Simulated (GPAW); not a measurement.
# Mo2N(OH)2 MXene monolayer in an electric field

Aim: the dipole that a field along the normal induces in Mo2N(OH)2 MXene monolayer.

Calculated with GPAW 26.7.0; GPAW, PAW setups; layer in a repeated cell with vacuum, relaxation of atoms and in-plane cell, in the first sound run; inputs show where later runs differ.

## 1. Set-up

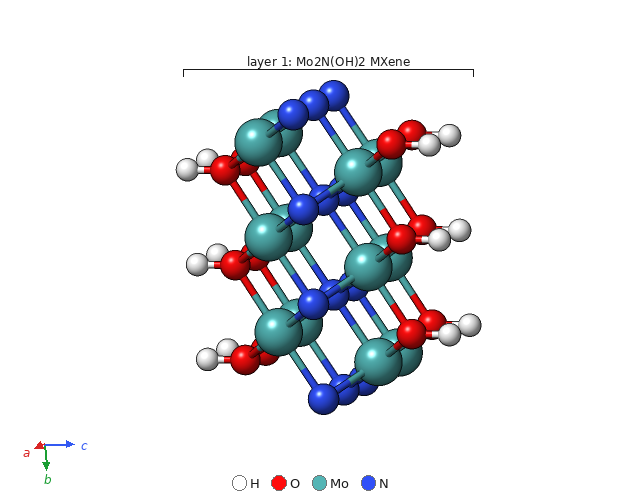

Start, viewed from the side, with the c axis across the page; hydrogen white, oxygen red, molybdenum teal, nitrogen blue. 2×3×1 cells are drawn. Some periodic images of atoms are drawn too.

The cell holds 7 atoms: 2 H, 2 O, 2 Mo and 1 N. Its edges and angles: a = 2.953 Å, b = 2.953 Å, c = 20.552 Å, α = 90.0°, β = 90.0°, γ = 120.0°. Vacuum lies along c.

Coordinates:

```cif
data_structure
_symmetry_space_group_name_H-M 'P 1'
_symmetry_Int_Tables_number 1
_cell_length_a 2.9532
_cell_length_b 2.9532
_cell_length_c 20.5523
_cell_angle_alpha 90.000
_cell_angle_beta 90.000
_cell_angle_gamma 120.000
_cell_volume 155.23
loop_
_atom_site_label
_atom_site_type_symbol
_atom_site_fract_x
_atom_site_fract_y
_atom_site_fract_z
_atom_site_occupancy
H1 H 0.33333 0.66667 0.34059 1
O2 O 0.33333 0.66667 0.38828 1
Mo3 Mo 0.66667 0.33333 0.44330 1
N4 N 0.00000 0.00000 0.50000 1
Mo5 Mo 0.33333 0.66667 0.55670 1
O6 O 0.66667 0.33333 0.61172 1
H7 H 0.66667 0.33333 0.65941 1
```

## 2. Relaxation

The atoms are relaxed first, since the surface dipole, and with it the work function, follows the positions of the outer layers.

File run.py:

```python
import json
import numpy as np
from ase import Atoms
from ase.filters import FrechetCellFilter
from ase.optimize import BFGS
from gpaw import GPAW, PW

slab = Atoms(
    ['H', 'O', 'Mo', 'N', 'Mo', 'O', 'H'],
    positions=[
        [-0.00000, 1.70505, 7.00000],
        [-0.00000, 1.70505, 7.98000],
        [1.47662, 0.85253, 9.11089],
        [0.00000, 0.00000, 10.27616],
        [-0.00000, 1.70505, 11.44143],
        [1.47662, 0.85253, 12.57232],
        [1.47662, 0.85253, 13.55232]],
    cell=[[2.95324, 0.0, 0.0], [-1.47662, 2.55758, 0.0], [0.0, 0.0, 20.5523]],
    pbc=[True, True, True])

slab.calc = GPAW(mode=PW(600), xc='PBE', kpts={'size': (12, 12, 1), 'gamma': True},
                 occupations={'name': 'fermi-dirac', 'width': 0.05}, nbands='160%',
                 convergence={'density': 1e-05}, maxiter=200,
                 symmetry={'tolerance': 1e-3}, txt='slab.txt')
result = {}
# The in-plane cell is free; stress needs a cell that repeats along all three vectors
path = []
opt = BFGS(FrechetCellFilter(slab, mask=[1, 1, 0, 0, 0, 1]), maxstep=0.2)
opt.attach(lambda: path.append((slab.get_potential_energy(), slab.positions.tolist(), slab.get_forces().tolist())))
result['relaxed'] = bool(opt.run(fmax=0.02, steps=45))
result['path'] = path
result['cell'] = slab.cell.tolist()
print('in-plane lattice', slab.cell.cellpar().round(4)[[0, 1, 5]])
energy = slab.get_potential_energy()
fermi = slab.calc.get_fermi_level()
v = slab.calc.get_electrostatic_potential().mean((0, 1)) - fermi
n = slab.calc.get_pseudo_density().mean((0, 1))
L = slab.cell[2, 2]
z = np.arange(len(v)) * L / len(v)
low, high = slab.positions[:, 2].min(), slab.positions[:, 2].max()
below, above = np.interp([low - 4.8, high + 4.8], z, v)
slopes = [np.interp(x, z, np.gradient(v, z)) for x in (low - 4.8, high + 4.8)]
eps = np.array([[slab.calc.get_eigenvalues(k, s) for k in range(len(slab.calc.get_ibz_k_points()))]
                for s in range(slab.calc.get_number_of_spins())]) - fermi
top, bottom = eps[eps < 0].max(), eps[eps > 0].min()
dipole = slab.get_dipole_moment()[2]
print(f'energy {energy:.4f} eV, Fermi level {fermi:.4f} eV, dipole {dipole:.5f} e A')
print(f'potential 4.8 A off the faces, from the Fermi level: lower {below:.4f} eV, upper {above:.4f} eV')
print(f'slope of the potential there: lower {slopes[0]:.5f}, upper {slopes[1]:.5f} eV/A')
print(f'nearest levels on the mesh: {top:.4f} and {bottom:.4f} eV')
print('magnetic moment', round(slab.get_magnetic_moment(), 3))
result.update(energy=energy, fermi=fermi, dipole=dipole, below=below, above=above, slopes=slopes, edges=[top, bottom],
              z=z.tolist(), v=v.tolist(), n=n.tolist(), positions=slab.positions.tolist(),
              forces=slab.get_forces(apply_constraint=False).tolist(), moments=slab.get_magnetic_moments().tolist())
json.dump(result, open('result.json', 'w'))
```

Started as:

```bash
> OMP_NUM_THREADS=1 OPENBLAS_NUM_THREADS=1 python run.py
```

What it wrote:

```text
Step          Energy          fmax
BFGS:    0      -50.153881        3.128086
BFGS:    1      -50.433678        2.218914
BFGS:    2      -50.919189        2.171549
BFGS:    3      -51.360146        1.290522
BFGS:    4      -51.470594        1.172915
BFGS:    5      -51.560646        0.869205
BFGS:    6      -51.668013        1.189493
BFGS:    7      -51.721187        1.219973
BFGS:    8      -51.764616        2.408062
BFGS:    9      -51.909835        1.761298
BFGS:   10      -52.180833        0.728767
BFGS:   11      -52.178241        0.298306
BFGS:   12      -52.209878        0.096704
BFGS:   13      -52.209622        0.017722
in-plane lattice [  2.793   2.793 120.   ]
energy -52.1972 eV, Fermi level 3.4835 eV, dipole 0.00035 e A
potential 4.8 A off the faces, from the Fermi level: lower 2.4104 eV, upper 2.4090 eV
slope of the potential there: lower -0.00885, upper 0.00971 eV/A
nearest levels on the mesh: -0.0079 and 0.0112 eV
magnetic moment 0.0
```

Wall time 19 min (1 thread of Arm Neoverse V2, shared host); peak memory 0.48 GiB.

This run has no spin polarisation, although Mo can carry a moment.

Numbers from this step:

```yaml
dipole_along_the_normal: 3.49e-4 e·Å
levels_nearest_the_fermi_level_on_the_mesh: -0.007898, 0.01120 eV from the Fermi level
```

The electrostatic potential energy of an electron (without an applied field's), less the Fermi level, planar mean oscillates, so the rows of the table below give means over windows of 1.88 Å about each position, cut where the curve ends. Its maxima inside the range that stand out by 2 % of the span (Å: eV): 6.7: -0.948, 7.9: -6.28, 9.8: -6.28, 10.8: -6.28, 12.7: -6.29, 13.9: -0.953. Its minima: 6.4: -2.20, 7.4: -12.9, 8.8: -30.7, 10.3: -15.2, 11.7: -30.7, 13.2: -12.9, 14.1: -2.20.

Electrostatic potential energy of an electron (without an applied field's), less the Fermi level, planar mean against z; means over each step:

```csv
z (Å),"electrostatic potential energy of an electron (without an applied field's), less the Fermi level, planar mean (eV)"
0.94,2.41
2.82,2.37
4.70,1.83
6.58,-3.45
8.46,-17.7
10.34,-9.95
12.22,-17.5
14.10,-2.56
15.98,1.91
17.86,2.37
19.74,2.41
```

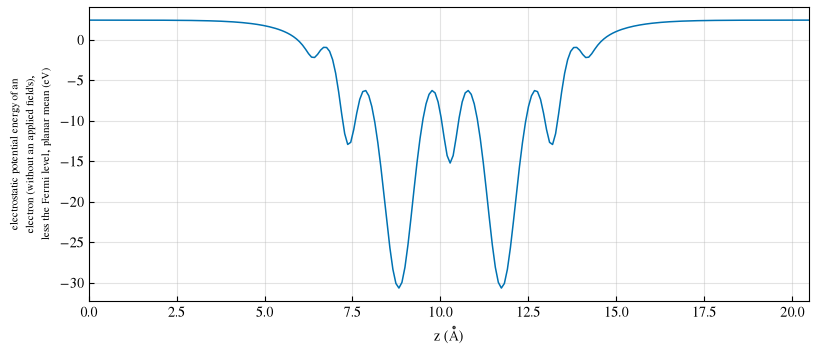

Electrostatic potential energy of an electron (without an applied field's), less the Fermi level, planar mean against z.

The pseudo valence density, planar mean oscillates, so the rows of the table below give means over windows of 1.46 Å about each position, cut where the curve ends. Its maxima inside the range that stand out by 2 % of the span (Å: e/Å³): 7.4: 1.11, 8.7: 2.04, 10.3: 0.822, 11.8: 2.04, 13.2: 1.11. Its minima: 8.0: 0.521, 9.6: 0.548, 11.0: 0.548, 12.5: 0.521.

The pseudo valence density, planar mean by z; means over each step:

```csv
z (Å),"pseudo valence density, planar mean (e/Å³)"
2.19,2.0e-4
3.65,0.00133
5.11,0.0106
6.57,0.349
8.03,0.976
9.49,1.01
10.95,0.920
12.41,1.05
13.87,0.425
15.33,0.0138
16.79,0.00152
18.25,2.3e-4
19.71,3.2e-5
```

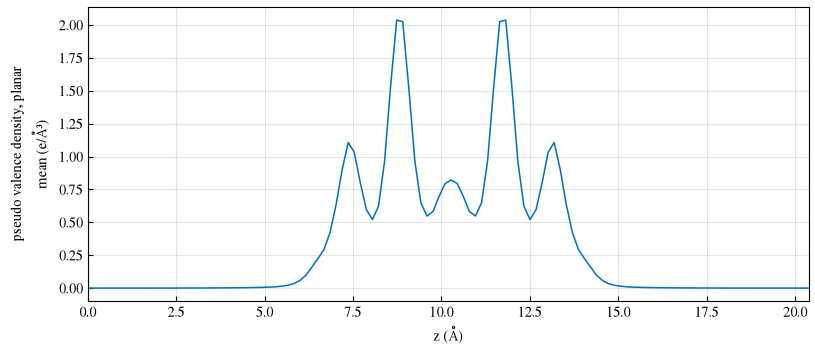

Pseudo valence density, planar mean against z.

The relaxation lowered the energy of the cell by 2.06 eV (energies extrapolated to zero smearing; the optimiser's log prints free energies). The largest force left on a free atom is 0.018 eV/Å.

## 3. The slab's potential

With the geometry fixed, the planar mean of the potential gives the vacuum level on each side.

This step: GPAW, PAW setups; slab in vacuum (GPAW 26.7.0).

The cell differs from the one that the last finished run ended in (c 20.552 → 21.753 Å).

File run.py:

```python
import json
import numpy as np
from ase import Atoms
from gpaw import GPAW, PW

slab = Atoms(
    ['H', 'O', 'Mo', 'N', 'Mo', 'O', 'H'],
    positions=[
        [-0.00000, 1.61254, 7.00000],
        [0.00000, 1.61254, 7.98055],
        [1.39650, 0.80627, 9.41815],
        [-0.00000, 0.00000, 10.87642],
        [-0.00000, 1.61254, 12.33469],
        [1.39650, 0.80627, 13.77229],
        [1.39650, 0.80627, 14.75284]],
    cell=[[2.79301, 0.0, 0.0], [-1.3965, 2.41881, 0.0], [0.0, 0.0, 21.7528]],
    pbc=[True, True, False])

slab.calc = GPAW(mode=PW(500), xc='PBE', kpts={'size': (12, 12, 1), 'gamma': True},
                 occupations={'name': 'fermi-dirac', 'width': 0.05}, nbands='160%',
                 convergence={'density': 1e-05}, maxiter=200,
                 poissonsolver={'dipolelayer': 'xy'},
                 symmetry={'tolerance': 1e-3}, txt='slab.txt')
result = {}
energy = slab.get_potential_energy()
fermi = slab.calc.get_fermi_level()
v = slab.calc.get_electrostatic_potential().mean((0, 1)) - fermi
n = slab.calc.get_pseudo_density().mean((0, 1))
L = slab.cell[2, 2]
z = np.arange(len(v)) * L / len(v)
low, high = slab.positions[:, 2].min(), slab.positions[:, 2].max()
below, above = np.interp([low - 4.8, high + 4.8], z, v)
slopes = [np.interp(x, z, np.gradient(v, z)) for x in (low - 4.8, high + 4.8)]
eps = np.array([[slab.calc.get_eigenvalues(k, s) for k in range(len(slab.calc.get_ibz_k_points()))]
                for s in range(slab.calc.get_number_of_spins())]) - fermi
top, bottom = eps[eps < 0].max(), eps[eps > 0].min()
dipole = slab.get_dipole_moment()[2]
print(f'energy {energy:.4f} eV, Fermi level {fermi:.4f} eV, dipole {dipole:.5f} e A')
print(f'potential 4.8 A off the faces, from the Fermi level: lower {below:.4f} eV, upper {above:.4f} eV')
print(f'slope of the potential there: lower {slopes[0]:.5f}, upper {slopes[1]:.5f} eV/A')
print(f'nearest levels on the mesh: {top:.4f} and {bottom:.4f} eV')
print('magnetic moment', round(slab.get_magnetic_moment(), 3))
result.update(energy=energy, fermi=fermi, dipole=dipole, below=below, above=above, slopes=slopes, edges=[top, bottom],
              z=z.tolist(), v=v.tolist(), n=n.tolist(), positions=slab.positions.tolist(),
              forces=slab.get_forces(apply_constraint=False).tolist(), moments=slab.get_magnetic_moments().tolist())
json.dump(result, open('result.json', 'w'))
```

What it wrote:

```text
energy -51.0554 eV, Fermi level 3.1569 eV, dipole 0.00077 e A
potential 4.8 A off the faces, from the Fermi level: lower 2.4272 eV, upper 2.4095 eV
slope of the potential there: lower -0.00933, upper 0.00934 eV/A
nearest levels on the mesh: -0.0091 and 0.0110 eV
magnetic moment 0.0
```

Elapsed: 50 s, on 1 thread; peak memory 0.24 GiB.

This step gave:

```
dipole along the normal                    : 7.71e-4 e·Å
levels nearest the Fermi level on the mesh : -0.009120, 0.01104 eV from the Fermi level
upper work function                        : 2.409 eV
lower work function                        : 2.427 eV
```

The electrostatic potential energy of an electron (without an applied field's), less the Fermi level, planar mean oscillates, so the rows of the table below give means over windows of 1.9 Å about each position, cut where the curve ends. Its maxima inside the range that stand out by 2 % of the span (Å: eV): 7.3: -0.914, 8.4: -6.26, 10.3: -6.38, 11.4: -6.39, 13.3: -6.27, 14.4: -0.931. Its minima: 7.0: -2.23, 8.0: -13.0, 9.4: -30.7, 10.9: -15.3, 12.3: -30.7, 13.8: -13.0, 14.8: -2.24.

Electrostatic potential energy of an electron (without an applied field's), less the Fermi level, planar mean against z; means over each step:

```csv
z (Å),"electrostatic potential energy of an electron (without an applied field's), less the Fermi level, planar mean (eV)"
0.95,2.43
2.85,2.41
4.75,2.14
6.65,-0.376
8.55,-14.4
10.45,-13.1
12.35,-17.7
14.25,-4.94
16.15,1.52
18.05,2.34
19.95,2.41
```

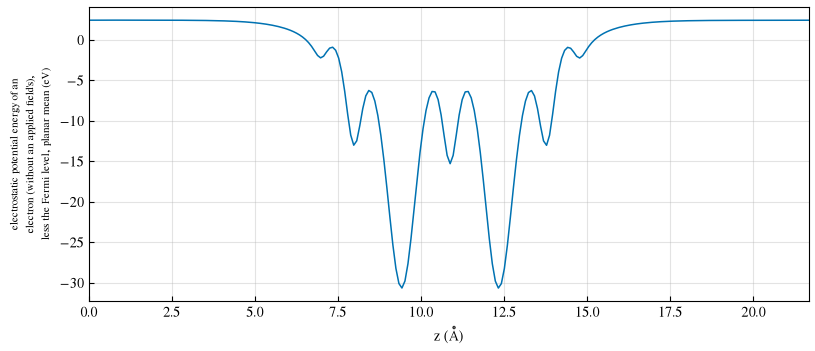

Electrostatic potential energy of an electron (without an applied field's), less the Fermi level, planar mean, plotted against z.

The pseudo valence density, planar mean oscillates, so the rows of the table below give means over windows of 1.45 Å about each position, cut where the curve ends. Its maxima inside the range that stand out by 2 % of the span (Å: e/Å³): 8.0: 1.11, 9.4: 2.11, 10.9: 0.817, 12.3: 2.11, 13.8: 1.11. Its minima: 8.7: 0.531, 10.2: 0.557, 11.6: 0.557, 13.1: 0.531.

Pseudo valence density, planar mean against z; means over each step:

```csv
z (Å),"pseudo valence density, planar mean (e/Å³)"
2.17,8.5e-5
3.62,6.1e-4
5.07,0.00360
6.52,0.0843
7.97,0.721
9.42,1.25
10.87,0.682
12.32,1.25
13.77,0.722
15.22,0.0849
16.67,0.00362
18.12,6.1e-4
19.57,8.5e-5
```

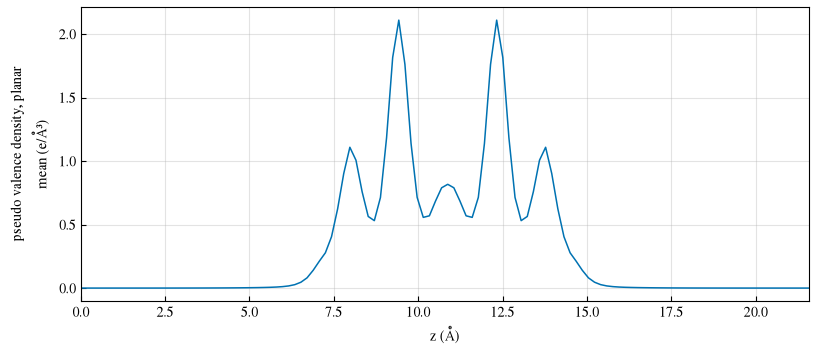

Pseudo valence density, planar mean, plotted against z.

Force by atom:

```csv
atom,x (eV/Å),y (eV/Å),z (eV/Å),size
H1,0.000,0.000,-0.113,0.113
O2,0.000,0.000,0.123,0.123
Mo3,0.000,0.000,-0.030,0.030
N4,0.000,0.000,0.000,0.000
Mo5,0.000,0.000,0.030,0.030
O6,0.000,0.000,-0.123,0.123
H7,0.000,0.000,0.113,0.113
```

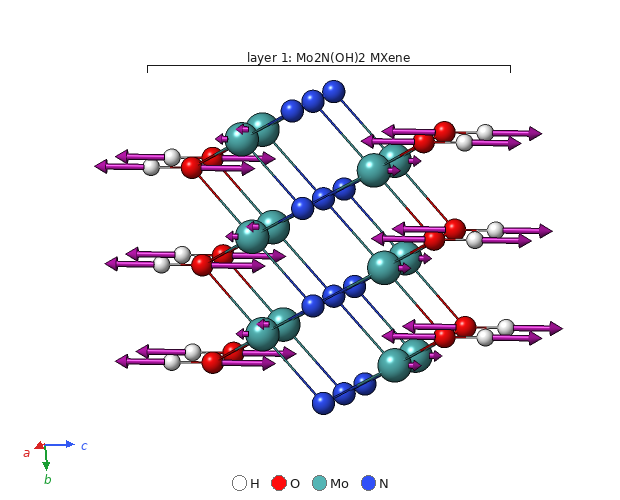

Force as arrows, the longest 0.123 eV/Å. 2×3×1 cells are drawn. Some periodic images of atoms are drawn too.

The potential is flat to 0.009 eV/Å where it is read, so the vacuum is wide enough.

## 4. In a field

A uniform field along the normal polarises the slab; the atoms stay fixed, so this is the electronic response alone.

run.py: that of step 3 with these lines changed.

```diff
@@ -4,2 +4,3 @@
 from gpaw import GPAW, PW
+from gpaw.external import ConstantElectricField
 
@@ -22,2 +23,3 @@
                  poissonsolver={'dipolelayer': 'xy'},
+                 external=ConstantElectricField(-0.2, [0, 0, 1]),
                  symmetry={'tolerance': 1e-3}, txt='slab.txt')
```

What it wrote:

```text
energy -51.0659 eV, Fermi level 3.1469 eV, dipole -0.10274 e A
potential 4.8 A off the faces, from the Fermi level: lower 1.0745 eV, upper 3.8180 eV
slope of the potential there: lower -0.00566, upper 0.01804 eV/A
nearest levels on the mesh: -0.0094 and 0.0106 eV
magnetic moment 0.0
```

The job ended after 4.4 min (1 thread; peak memory 0.49 GiB).

This step gave:

| Quantity | Value |
| --- | --- |
| dipole along the normal | -0.1027 e·Å |
| levels nearest the Fermi level on the mesh | -0.009436, 0.01058 eV from the Fermi level |
| potential below the slab, the applied field's own ramp left out | 1.074 eV from the Fermi level |
| potential above the slab, the applied field's own ramp left out | 3.818 eV from the Fermi level |

The electrostatic potential energy of an electron (without an applied field's), less the Fermi level, planar mean oscillates, so the rows of the table below give means over windows of 1.9 Å about each position, cut where the curve ends. Its maxima inside the range that stand out by 2 % of the span (Å: eV): 7.3: -1.67, 8.4: -6.77, 10.3: -6.49, 11.4: -6.28, 13.3: -5.76, 14.4: -0.182, 21.2: 3.83. Its minima: 7.0: -3.07, 8.0: -13.6, 9.4: -31.0, 10.9: -15.3, 12.3: -30.4, 13.8: -12.4, 14.8: -1.41.

Electrostatic potential energy of an electron (without an applied field's), less the Fermi level, planar mean against z; means over each step:

```csv
z (Å),"electrostatic potential energy of an electron (without an applied field's), less the Fermi level, planar mean (eV)"
0.95,1.21
2.85,1.07
4.75,0.878
6.65,-1.30
8.55,-14.9
10.45,-13.1
12.35,-17.4
14.25,-4.22
16.15,2.67
18.05,3.71
19.95,3.82
```

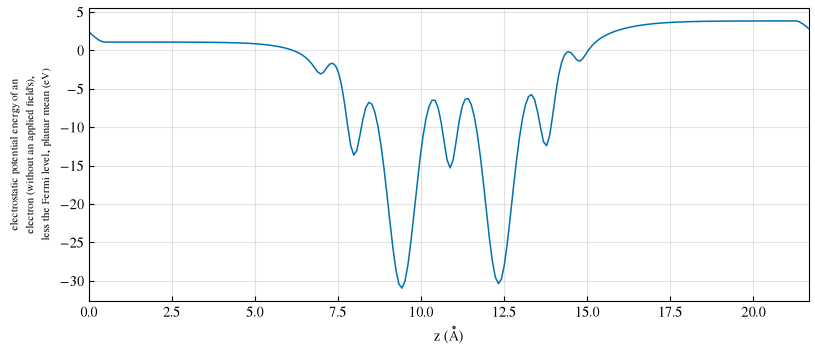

Electrostatic potential energy of an electron (without an applied field's), less the Fermi level, planar mean against z.

Force by atom:

```csv
atom,x (eV/Å),y (eV/Å),z (eV/Å),size
H1,0.000,0.000,-0.094,0.094
O2,0.000,0.000,0.074,0.074
Mo3,0.000,0.000,0.010,0.010
N4,0.000,0.000,-0.025,0.025
Mo5,0.000,0.000,0.065,0.065
O6,0.000,0.000,-0.160,0.160
H7,0.000,0.000,0.127,0.127
```

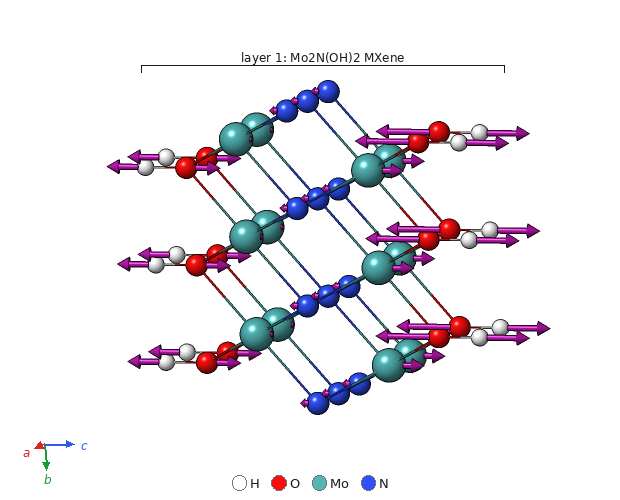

Force as arrows, the longest 0.160 eV/Å. 2×3×1 cells are drawn. Some periodic images of atoms are drawn too.

The dipole is now -0.103 e Å, against 7.7e-4 in the run without a field.

[end of part 1 of 2]

[Logs are printed without paths, hosts, clocks, repeated set-up lines and the standing remarks that a program may print on its own settings, such as how far it seeks lower states.]

[Hosts, paths, dates, database ids (printed as entryN), source tags and the programs' standing remarks are cut or masked in the printed files.]
